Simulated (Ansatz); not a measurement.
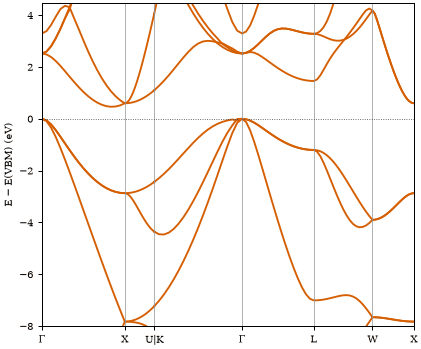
*Band structure from plane-wave PAW PBEsol (Ansatz code)*

**Question.** Read off the gap and where the band edges lie.

**Answer.** About 0.5 eV (0.46 eV by a search for the band edges); maximum at Γ, minimum on the Γ–X line, 84 % of the way from Γ.

**Question.** Which compound is it?
A. BeS, rock salt
B. Si, diamond
C. C, Fd-3m (C on 32e)

**Answer.** B, Si, diamond

The cell was relaxed with PBEsol under the symmetry of its start.

Potentials: the earlier of the program's two PAW sets. The files were generated under PBE; for other functionals the program regenerates the frozen cores, and for LDA and PBEsol the local potential too.
